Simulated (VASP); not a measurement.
Band structure of ZrS$_{2}$ (space group P-3m1). These are LDA (Ceperley-Alder, Perdew-Zunger), VASP's LDA PAW potentials (set 64) (plane waves; VASP) values and carry that method's errors.

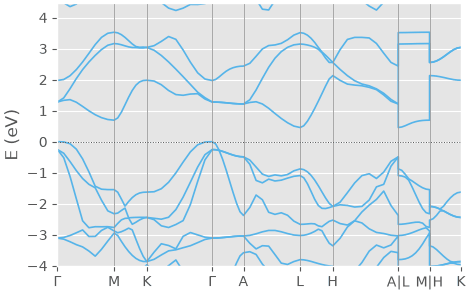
Figure: Bands along high-symmetry lines, zero at the valence-band maximum or, without a gap, the Fermi level

Q: Read the plot: is there a gap, and where are the band edges?

A: The gap is indirect, 0.46 eV, from the valence maximum at Γ to the conduction minimum at L. (Edges off the drawn lines would not show.)

The structure comes from a computed database's ZrS2 entry (P-3m1); how it stands against other phases isn't given here. It was relaxed first, which changed the volume by -11 %.
